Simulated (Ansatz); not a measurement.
# Ir wire along [100], 45 atoms a period: bands along the axis

Wanted: the relaxed geometry and the bands of the Ir wire along [100], 45 atoms a period.

Method: DFT PBE, plane waves, PAW; relaxation of a wire's period; PAW set soft_1, in the first sound run; inputs show where later runs differ, in Ansatz 0.2.0.

## Step 1: The structure

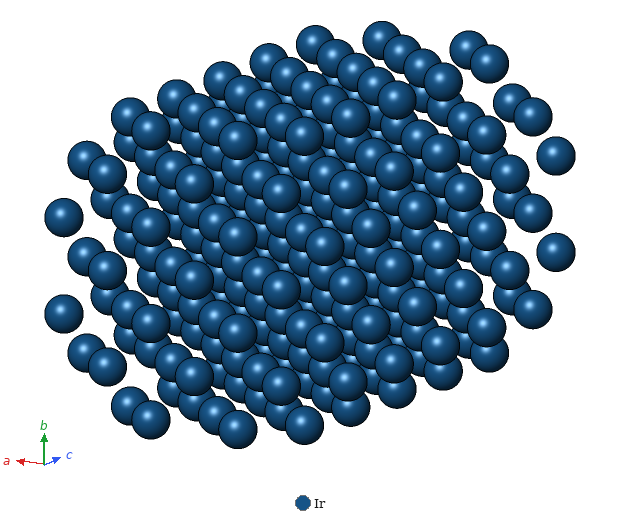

Start, viewed at a slant to the c axis; iridium blue. 1×1×5 cells are drawn. Some periodic images of atoms are drawn too.

The cell holds 45 atoms: 45 Ir. Its edges and angles: a = 18.410 Å, b = 18.410 Å, c = 3.870 Å, α = 90.0°, β = 90.0°, γ = 90.0°. Vacuum lies along a and b. The structure's axis is c.

## Step 2: Relaxation of atoms and period

Band widths follow the bond lengths, so the wire is relaxed first. The atoms and the third cell vector are free; the box across stays fixed as vacuum. A Fermi-Dirac smearing is set since the result may be a metal. The pressure printed is a third of the stress's trace over the whole box, vacuum included; only the stress along the axis is relaxed.

input.yaml

```yaml
crystal:
  lattice:
    - [18.41, 0.0, 0.0]
    - [0.0, 18.41, 0.0]
    - [0.0, 0.0, 3.87]
  atoms:
    - { symbol: Ir, position: [0.184682238, 0.394894079, 0.0] }
    - { symbol: Ir, position: [0.184682238, 0.605105921, 0.0] }
    - { symbol: Ir, position: [0.289788159, 0.289788159, 0.0] }
    - { symbol: Ir, position: [0.289788159, 0.5, 0.0] }
    - { symbol: Ir, position: [0.289788159, 0.710211841, 0.0] }
    - { symbol: Ir, position: [0.394894079, 0.184682238, 0.0] }
    - { symbol: Ir, position: [0.394894079, 0.394894079, 0.0] }
    - { symbol: Ir, position: [0.394894079, 0.605105921, 0.0] }
    - { symbol: Ir, position: [0.394894079, 0.815317762, 0.0] }
    - { symbol: Ir, position: [0.5, 0.289788159, 0.0] }
    - { symbol: Ir, position: [0.5, 0.5, 0.0] }
    - { symbol: Ir, position: [0.5, 0.710211841, 0.0] }
    - { symbol: Ir, position: [0.605105921, 0.184682238, 0.0] }
    - { symbol: Ir, position: [0.605105921, 0.394894079, 0.0] }
    - { symbol: Ir, position: [0.605105921, 0.605105921, 0.0] }
    - { symbol: Ir, position: [0.605105921, 0.815317762, 0.0] }
    - { symbol: Ir, position: [0.710211841, 0.289788159, 0.0] }
    - { symbol: Ir, position: [0.710211841, 0.5, 0.0] }
    - { symbol: Ir, position: [0.710211841, 0.710211841, 0.0] }
    - { symbol: Ir, position: [0.815317762, 0.394894079, 0.0] }
    - { symbol: Ir, position: [0.815317762, 0.605105921, 0.0] }
    - { symbol: Ir, position: [0.184682238, 0.289788159, 0.5] }
    - { symbol: Ir, position: [0.184682238, 0.5, 0.5] }
    - { symbol: Ir, position: [0.184682238, 0.710211841, 0.5] }
    - { symbol: Ir, position: [0.289788159, 0.184682238, 0.5] }
    - { symbol: Ir, position: [0.289788159, 0.394894079, 0.5] }
    - { symbol: Ir, position: [0.289788159, 0.605105921, 0.5] }
    - { symbol: Ir, position: [0.289788159, 0.815317762, 0.5] }
    - { symbol: Ir, position: [0.394894079, 0.289788159, 0.5] }
    - { symbol: Ir, position: [0.394894079, 0.5, 0.5] }
    - { symbol: Ir, position: [0.394894079, 0.710211841, 0.5] }
    - { symbol: Ir, position: [0.5, 0.184682238, 0.5] }
    - { symbol: Ir, position: [0.5, 0.394894079, 0.5] }
    - { symbol: Ir, position: [0.5, 0.605105921, 0.5] }
    - { symbol: Ir, position: [0.5, 0.815317762, 0.5] }
    - { symbol: Ir, position: [0.605105921, 0.289788159, 0.5] }
    - { symbol: Ir, position: [0.605105921, 0.5, 0.5] }
    - { symbol: Ir, position: [0.605105921, 0.710211841, 0.5] }
    - { symbol: Ir, position: [0.710211841, 0.184682238, 0.5] }
    - { symbol: Ir, position: [0.710211841, 0.394894079, 0.5] }
    - { symbol: Ir, position: [0.710211841, 0.605105921, 0.5] }
    - { symbol: Ir, position: [0.710211841, 0.815317762, 0.5] }
    - { symbol: Ir, position: [0.815317762, 0.289788159, 0.5] }
    - { symbol: Ir, position: [0.815317762, 0.5, 0.5] }
    - { symbol: Ir, position: [0.815317762, 0.710211841, 0.5] }
kpoints:
  mp_grid: { grid: [1, 1, 21] }
scf:
  occupations: { method: fermi_dirac, width: 0.05 }
hamiltonian:
  xc: pbe
  pseudopotentials: { kind: paw, azcp: { folder: soft_1 } }
relax:
  cell: { fix: [a, b, alpha, beta, gamma] }
  max_steps: 45
  f_tol: 0.03
```

Launch:

```
$ ansatz run input.yaml --threads 16 --pin off --max-ram 61440MiB --backend cuda --events-out ev --progress --plain --runs-dir out --max-vram 78GiB
```

Numbers of over 12 decimals in the logs are rounded to 6 here.

Log:

```text
Engine: ansatz 0.2.0, aarch64-unknown-linux-gnu
Pseudopotentials: kind: paw
Pseudopotential: Ir, paw, valence charge 17, recommended cutoff 420 eV (normal), soft_1/Ir.paw.azcp
Functional definition: PBE
  parameter kappa = 0.804
  parameter beta = 0.066725
  exchange = pbe_x(kappa = kappa, mu = beta*pi^2/3)
  correlation = pbe_c(beta = beta)
[...]
Crystal: 45 atoms, lattice volume = 1311.652 Å³
Basis set: ecut = 420 eV, 25745 PW (Γ), exchange–correlation on 250×250×54 points (8 copies of the dense FFT grid, shifted against one another)
Bands: 459, of which v1, the nominal top of the filled ones, is band 383 counted from 1 (382 counted from 0)
Symmetry: 16 space group operations
Space group: P4/mmm (ITA 123), of the structure as read, at distance tolerance 1.1e-4 Å
k-points: 11 of 21
Non-local potential: Ir, projectors of the file, l = 0: 3, l = 1: 2, l = 2: 2, l = 3: 1
PAW form: soft (Blöchl's): semilocal exchange-correlation on the pseudo side does not see the compensation charge
PAW one-centre angular grid: Ir, 590 points (default); XC on 64 Gauss nodes
Initial density: superposition of atomic densities (neutral atoms: chi_scale 0, normalization atom)
Initial wavefunctions: pseudopotential atomic-orbital guess
[...]
Functional: x = pbe(κ = 0.804, μ = 0.219515), c = pbe(β = 0.066725)
SCF iter   1: F=—  HF=-537127.768631 eV  |F-HF|=—  |Δ(HF+E_count)|=         —  Δρ=3.59e-2  dr2=3.00e1  ethr=3.10e-3  ⟨swp⟩=7.1  Hψ=19897  notcnv=0  defer=190
preconditioner: auto → LDOS  [metal: Δε(μ)=0.036 eV  Ē_g=5.726 eV  σ=0.050 eV  W_gap=0.18  n_scr=370 (ndim 8)  ℏωp=20.6 eV  f_vac=0.397  D(μ)=61.58/eV (n_scr^D=546)  β→1.0]
SCF iter   2: F=—  HF=-537128.087006 eV  |F-HF|=—  |Δ(HF+E_count)|=   3.18e-1  Δρ=3.40e-2  dr2=3.24e1  ethr=3.10e-3  ⟨swp⟩=3.1  Hψ=11940  notcnv=0  defer=344
[...]
SCF iter  12: F=-537120.660123 eV  HF=-537120.660123 eV  |F-HF|=1.02e-8  |Δ(HF+E_count)|=   6.64e-9  Δρ=8.55e-7  dr2=1.93e-8  ethr=1.31e-11  ⟨swp⟩=4.5  Hψ=15550  notcnv=0
SCF 1 converged in 12 iterations: F = -537120.660123 eV  dr2 = 1.93e-8
  greatest PAW one-centre occupation: 1.000 electrons in one spin orbital (limit 2), on the Ir atom at site 10 (counted from 0), in its partial waves of l = 0
relax step   1: F+E_penalty+E_count = -537120.66012295 eV  Δ(F+E_penalty+E_count) = +0.000e0 eV  max|allowed force component| = 1.708e0 eV/Å  Δτ_max = 0.0000 Å  P = -6.758 GPa  Ω = 1311.652 Å³  fix = [a, b, alpha, beta, gamma]  reactions: a -6.504, b -6.504 GPa  (12 SCF iters, dr2 threshold 1.00e-7 eV, accepted)
[...]
Crystal: 45 atoms, lattice volume = 1256.751 Å³
Basis set: ecut = 420 eV, 24513 PW (Γ), exchange–correlation on 250×250×54 points (8 copies of the dense FFT grid, shifted against one another)
[...]
SCF iter   1: F=—  HF=-537121.789274 eV  |F-HF|=—  |Δ(HF+E_count)|=         —  Δρ=1.99e-2  dr2=2.37e1  ethr=3.10e-3  ⟨swp⟩=6.1  Hψ=18296  notcnv=0  defer=61
preconditioner: auto → LDOS  [metal: Δε(μ)=0.008 eV  Ē_g=6.171 eV  σ=0.050 eV  W_gap=0.04  n_scr=370 (ndim 8)  ℏωp=21.1 eV  f_vac=0.423  D(μ)=50.57/eV (n_scr^D=434)  β→1.0]
SCF iter   2: F=—  HF=-537121.397549 eV  |F-HF|=—  |Δ(HF+E_count)|=   3.92e-1  Δρ=7.69e-3  dr2=1.39e0  ethr=3.10e-3  ⟨swp⟩=2.0  Hψ=6823  notcnv=0  defer=327
[...]
SCF iter   8: F=-537121.091418 eV  HF=-537121.091418 eV  |F-HF|=6.70e-7  |Δ(HF+E_count)|=   5.55e-7  Δρ=1.04e-5  dr2=2.11e-6  ethr=5.88e-10  ⟨swp⟩=5.0  Hψ=18264  notcnv=0
SCF 2 converged in 8 iterations: F = -537121.091418 eV  dr2 = 2.11e-6
  greatest PAW one-centre occupation: 1.000 electrons in one spin orbital (limit 2), on the Ir atom at site 17 (counted from 0), in its partial waves of l = 0
relax step   2: F+E_penalty+E_count = -537121.09141775 eV  Δ(F+E_penalty+E_count) = -4.313e-1 eV  max|allowed force component| = 1.828e0 eV/Å  Δτ_max = 0.1954 Å  P = +7.204 GPa  Ω = 1256.751 Å³  energy of the carried Pulay correction = +1.357e-2 eV  fix = [a, b, alpha, beta, gamma]  reactions: a +5.710, b +5.710 GPa  (8 SCF iters, dr2 threshold 4.50e-6 eV, accepted)
[...]
Crystal: 45 atoms, lattice volume = 1301.742 Å³
[...]
iter 1 solved again at ethr=3.67e-4 eV; its pass at ethr=3.10e-3 eV (dr2=2.81e0 eV) is discarded
[...]
SCF 3 converged in 7 iterations: F = -537123.060117 eV  dr2 = 3.55e-6
[...]
SCF 4 converged in 7 iterations: F = -537122.916996 eV  dr2 = 2.94e-6
[...]
SCF 5 converged in 11 iterations: F = -537123.179749 eV  dr2 = 2.27e-10
[...]
SCF 6 converged in 7 iterations: F = -537123.163025 eV  dr2 = 1.93e-7
[...]
SCF 7 converged in 10 iterations: F = -537123.183759 eV  dr2 = 6.38e-11
[...]
SCF 8 converged in 5 iterations: F = -537123.179145 eV  dr2 = 3.11e-10
[...]
SCF converged after 5 iterations
[...]
--- Relaxed structure (7 steps of the walk, 5 accepted, 1 SCFs on fresh bases) ---
  F+E_penalty+E_count = -537123.17914453 eV   max|allowed force component| = 1.656e-2 eV/Å   (the final SCF, on the basis selected at the relaxed cell)
  cell:  # Å, volume = 1295.1209 Å³
    - [18.41, 0.0, 0.0]
    - [0.0, 18.41, 0.0]
    - [0.0, 0.0, 3.821226]
  atoms:
    - { symbol: Ir, position: [0.189860, 0.394754, 0.0] }
    - { symbol: Ir, position: [0.189860, 0.605246, 0.0] }
    - { symbol: Ir, position: [0.285647, 0.285647, 0.0] }
    - { symbol: Ir, position: [0.290560, 0.5, 0.0] }
    - { symbol: Ir, position: [0.285647, 0.714353, 0.0] }
    - { symbol: Ir, position: [0.394754, 0.189860, 0.0] }
    - { symbol: Ir, position: [0.395673, 0.395673, 0.0] }
    - { symbol: Ir, position: [0.395673, 0.604327, 0.0] }
    - { symbol: Ir, position: [0.394754, 0.810140, 0.0] }
    - { symbol: Ir, position: [0.5, 0.290560, 0.0] }
    - { symbol: Ir, position: [0.5, 0.5, 0.0] }
    - { symbol: Ir, position: [0.5, 0.709440, 0.0] }
    - { symbol: Ir, position: [0.605246, 0.189860, 0.0] }
    - { symbol: Ir, position: [0.604327, 0.395673, 0.0] }
    - { symbol: Ir, position: [0.604327, 0.604327, 0.0] }
    - { symbol: Ir, position: [0.605246, 0.810140, 0.0] }
    - { symbol: Ir, position: [0.714353, 0.285647, 0.0] }
    - { symbol: Ir, position: [0.709440, 0.5, 0.0] }
    - { symbol: Ir, position: [0.714353, 0.714353, 0.0] }
    - { symbol: Ir, position: [0.810140, 0.394754, 0.0] }
    - { symbol: Ir, position: [0.810140, 0.605246, 0.0] }
    - { symbol: Ir, position: [0.191468, 0.294632, 0.5] }
    - { symbol: Ir, position: [0.189900, 0.5, 0.5] }
    - { symbol: Ir, position: [0.191468, 0.705368, 0.5] }
    - { symbol: Ir, position: [0.294632, 0.191468, 0.5] }
    - { symbol: Ir, position: [0.290647, 0.396208, 0.5] }
    - { symbol: Ir, position: [0.290647, 0.603792, 0.5] }
    - { symbol: Ir, position: [0.294632, 0.808532, 0.5] }
    - { symbol: Ir, position: [0.396208, 0.290647, 0.5] }
    - { symbol: Ir, position: [0.394283, 0.5, 0.5] }
    - { symbol: Ir, position: [0.396208, 0.709353, 0.5] }
    - { symbol: Ir, position: [0.5, 0.189900, 0.5] }
    - { symbol: Ir, position: [0.5, 0.394283, 0.5] }
    - { symbol: Ir, position: [0.5, 0.605717, 0.5] }
    - { symbol: Ir, position: [0.5, 0.810100, 0.5] }
    - { symbol: Ir, position: [0.603792, 0.290647, 0.5] }
    - { symbol: Ir, position: [0.605717, 0.5, 0.5] }
    - { symbol: Ir, position: [0.603792, 0.709353, 0.5] }
    - { symbol: Ir, position: [0.705368, 0.191468, 0.5] }
    - { symbol: Ir, position: [0.709353, 0.396208, 0.5] }
    - { symbol: Ir, position: [0.709353, 0.603792, 0.5] }
    - { symbol: Ir, position: [0.705368, 0.808532, 0.5] }
    - { symbol: Ir, position: [0.808532, 0.294632, 0.5] }
    - { symbol: Ir, position: [0.810100, 0.5, 0.5] }
    - { symbol: Ir, position: [0.808532, 0.705368, 0.5] }
```

Elapsed: 15 s, on 1 × NVIDIA GB200 with 16 threads of Arm Neoverse V2, shared host; peak memory 1.6 GiB.

Relaxation path:

```csv
step,energy less that of the first step (eV),largest force component (eV/Å),pressure (GPa),volume (Å³)
1,0.0000,1.7084,-6.76,1311.65
2,-0.4313,1.8280,7.20,1256.75
3,-2.4000,0.3826,-0.58,1301.74
4,-2.2569,0.4852,-0.14,1294.75
5,-2.5196,0.0692,-0.22,1294.94
6,-2.5029,0.2133,0.09,1294.86
7,-2.5236,0.0164,0.00,1295.12
8,-2.5190,0.0166,0.00,1295.12
```

The log counts 1 steps on a newly chosen plane-wave basis, not all of them marked here; energy and pressure can jump at such steps. Relaxation steps 4, 6 were tried and not accepted.

The run keeps the 16 symmetry operations that it works with, so distortions that break them were not tested.

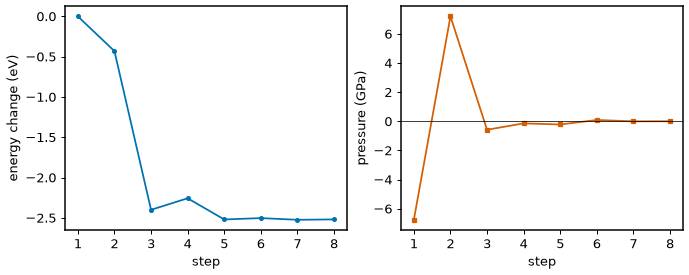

Energy and pressure along the relaxation.

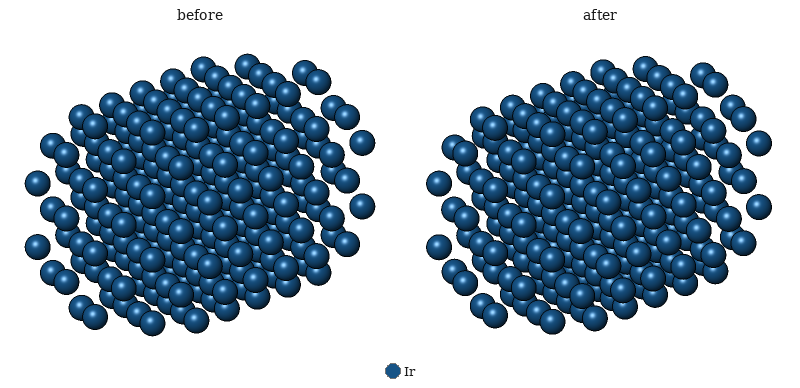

The structure before and after the relaxation, drawn at the same scale.

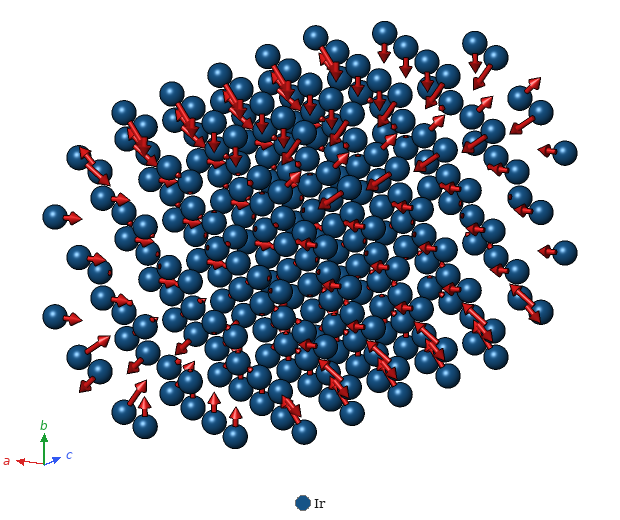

Displacements in the relaxation, exaggerated, measured against the changing cell; the longest in the cell stands for 0.15 Å. 1×1×5 cells are drawn. Some periodic images of atoms are drawn too.

| cell as run | before | after | change |
| --- | --- | --- | --- |
| c (Å) | 3.870 | 3.821 | -1.3 % |

The atoms that moved most (Å, along periodic axes as changes of fractional coordinates times the final cell, across vacuum about the mean position):

| atom | dx | dy | dz | length |
| --- | --- | --- | --- | --- |
| Ir39 | -0.089 | 0.125 | 0.000 | 0.153 |
| Ir24 | 0.125 | -0.089 | 0.000 | 0.153 |
| Ir25 | 0.089 | 0.125 | 0.000 | 0.153 |
| Ir22 | 0.125 | 0.089 | 0.000 | 0.153 |
| Ir45 | -0.125 | -0.089 | 0.000 | 0.153 |
| Ir42 | -0.089 | -0.125 | 0.000 | 0.153 |
| Ir43 | -0.125 | 0.089 | 0.000 | 0.153 |
| Ir28 | 0.089 | -0.125 | 0.000 | 0.153 |

This step gave:

```yaml
energy_at_zero_smearing: -537122.9467 eV
cell_length_along_the_wire: 3.821 Å
```

The cell's length comes to 3.821 Å with spin left out.

## Step 3: The wire at its relaxed period

This step: DFT PBE, plane waves, PAW; bands of a perfect wire; PAW set soft_1 (Ansatz 0.2.0).

At the relaxed period the bands are computed along the axis; those that cross an energy going forward count the channels that a perfect wire would open there.

input.yaml

```yaml
crystal:
  lattice:
    - [18.41, 0.0, 0.0]
    - [0.0, 18.41, 0.0]
    - [0.0, 0.0, 3.8212261912]
  atoms:
    - { symbol: Ir, position: [0.189859538, 0.39475425, 0.0] }
    - { symbol: Ir, position: [0.189859538, 0.60524575, 0.0] }
    - { symbol: Ir, position: [0.285646879, 0.285646879, 0.0] }
    - { symbol: Ir, position: [0.290560141, 0.5, 0.0] }
    - { symbol: Ir, position: [0.285646879, 0.714353121, 0.0] }
    - { symbol: Ir, position: [0.39475425, 0.189859538, 0.0] }
    - { symbol: Ir, position: [0.395673481, 0.395673481, 0.0] }
    - { symbol: Ir, position: [0.395673481, 0.604326519, 0.0] }
    - { symbol: Ir, position: [0.39475425, 0.810140462, 0.0] }
    - { symbol: Ir, position: [0.5, 0.290560141, 0.0] }
    - { symbol: Ir, position: [0.5, 0.5, 0.0] }
    - { symbol: Ir, position: [0.5, 0.709439859, 0.0] }
    - { symbol: Ir, position: [0.60524575, 0.189859538, 0.0] }
    - { symbol: Ir, position: [0.604326519, 0.395673481, 0.0] }
    - { symbol: Ir, position: [0.604326519, 0.604326519, 0.0] }
    - { symbol: Ir, position: [0.60524575, 0.810140462, 0.0] }
    - { symbol: Ir, position: [0.714353121, 0.285646879, 0.0] }
    - { symbol: Ir, position: [0.709439859, 0.5, 0.0] }
    - { symbol: Ir, position: [0.714353121, 0.714353121, 0.0] }
    - { symbol: Ir, position: [0.810140462, 0.39475425, 0.0] }
    - { symbol: Ir, position: [0.810140462, 0.60524575, 0.0] }
    - { symbol: Ir, position: [0.191468359, 0.29463175, 0.5] }
    - { symbol: Ir, position: [0.189900396, 0.5, 0.5] }
    - { symbol: Ir, position: [0.191468359, 0.70536825, 0.5] }
    - { symbol: Ir, position: [0.29463175, 0.191468359, 0.5] }
    - { symbol: Ir, position: [0.290647092, 0.396207743, 0.5] }
    - { symbol: Ir, position: [0.290647092, 0.603792257, 0.5] }
    - { symbol: Ir, position: [0.29463175, 0.808531641, 0.5] }
    - { symbol: Ir, position: [0.396207743, 0.290647092, 0.5] }
    - { symbol: Ir, position: [0.394282981, 0.5, 0.5] }
    - { symbol: Ir, position: [0.396207743, 0.709352908, 0.5] }
    - { symbol: Ir, position: [0.5, 0.189900396, 0.5] }
    - { symbol: Ir, position: [0.5, 0.394282981, 0.5] }
    - { symbol: Ir, position: [0.5, 0.605717019, 0.5] }
    - { symbol: Ir, position: [0.5, 0.810099604, 0.5] }
    - { symbol: Ir, position: [0.603792257, 0.290647092, 0.5] }
    - { symbol: Ir, position: [0.605717019, 0.5, 0.5] }
    - { symbol: Ir, position: [0.603792257, 0.709352908, 0.5] }
    - { symbol: Ir, position: [0.70536825, 0.191468359, 0.5] }
    - { symbol: Ir, position: [0.709352908, 0.396207743, 0.5] }
    - { symbol: Ir, position: [0.709352908, 0.603792257, 0.5] }
    - { symbol: Ir, position: [0.70536825, 0.808531641, 0.5] }
    - { symbol: Ir, position: [0.808531641, 0.29463175, 0.5] }
    - { symbol: Ir, position: [0.810099604, 0.5, 0.5] }
    - { symbol: Ir, position: [0.808531641, 0.70536825, 0.5] }
kpoints:
  mp_grid: { grid: [1, 1, 21] }
  band_path: { path: ["Γ", Z], npoints: 90 }
scf:
  occupations: { method: fermi_dirac, width: 0.05 }
hamiltonian:
  xc: pbe
  pseudopotentials: { kind: paw, azcp: { folder: soft_1 } }
output:
  dos: { e_range: [-5, 4] }
  write_potential: true
  write_density: true
  volumetric_format: npy
```

Log:

```text
[...]
Crystal: 45 atoms, lattice volume = 1295.121 Å³
Basis set: ecut = 420 eV, 25361 PW (Γ)
Bands: 459, of which v1, the nominal top of the filled ones, is band 383 counted from 1 (382 counted from 0)
Symmetry: 16 space group operations
[...]
k-points: 11 of 21
[...]
SCF iter   1: F=—  HF=-537130.624906 eV  |F-HF|=—  |Δ(HF+E_count)|=         —  Δρ=3.63e-2  dr2=3.23e1  ethr=3.10e-3  ⟨swp⟩=7.4  Hψ=20191  notcnv=0  defer=230
[...]
SCF iter   6: F=—  HF=-537123.190181 eV  |F-HF|=—  |Δ(HF+E_count)|=   3.62e-3  Δρ=4.04e-4  dr2=4.02e-3  ethr=4.12e-6  ⟨swp⟩=3.0  Hψ=8229  notcnv=0  defer=327
[...]
SCF iter  10: F=—  HF=-537123.179545 eV  |F-HF|=—  |Δ(HF+E_count)|=   7.25e-8  Δρ=6.24e-6  dr2=1.24e-6  ethr=1.27e-9  ⟨swp⟩=2.0  Hψ=6995  notcnv=0  defer=327
[...]
SCF iter  12: F=-537123.179545 eV  HF=-537123.179545 eV  |F-HF|=1.77e-8  |Δ(HF+E_count)|=   1.05e-9  Δρ=9.84e-7  dr2=2.75e-8  ethr=1.31e-11  ⟨swp⟩=12.6  Hψ=16992  notcnv=0
SCF 1 converged in 12 iterations: F = -537123.179545 eV  dr2 = 2.75e-8
[...]
NSCF: frozen V_eff on 91 k-points
[...]
SCF converged after 12 iterations
[...]
```

Wall time 14 s (1 × NVIDIA GB200 with 16 threads); peak memory 3.5 GiB.

This step gave:

* energy at zero smearing: -537122.9471 eV
* band gap on the path through both edges: 0 eV

The electronic bands at the labelled points (eV, zero at the Fermi level; # counts the bands kept):

```
point    #38    #39    #40    #41    #42   #43   #44   #45
    Γ  -0.15  -0.08   0.03   0.07   0.07  0.13  0.13  0.24
    Z  -0.09  -0.09  -0.08  -0.07  -0.07  0.00  0.01  0.02
```

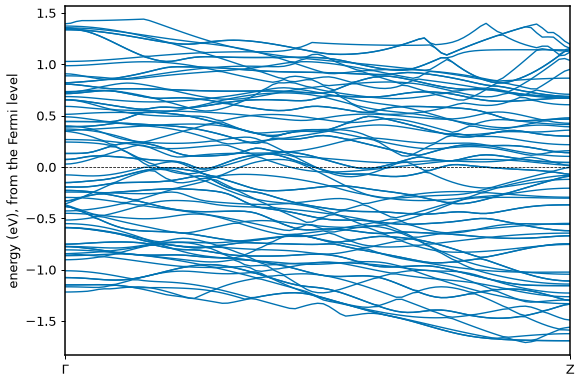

Electronic bands along the path.

Between Γ and Z the bands cross the Fermi level 24 times, so a perfect wire would conduct at least 24 G₀, with spin left out.

## Step 4: Summary of results

```
cell length, PBE                                            : 3.821 Å
ballistic conductance by band crossings, a lower bound, PBE : 24 G₀
```

**Reading.** Under PBE the cell's length is 3.82 Å, and the bands cross the Fermi level 24 times between Γ and Z, which gives a perfect wire at least 24 G₀ (opposite crossings within one step of the path cancel in such a count). No spin was allowed, though thin wires with open d shells can turn magnetic. Spin-orbit coupling is left out, which matters for the bands of heavy atoms.

[Logs are printed without paths, hosts, clocks, repeated set-up lines and the standing remarks that a program may print on its own settings, such as how far it seeks lower states.]

[Hosts, paths, dates, database ids (printed as entryN), source tags and the programs' standing remarks are cut or masked in the printed files.]
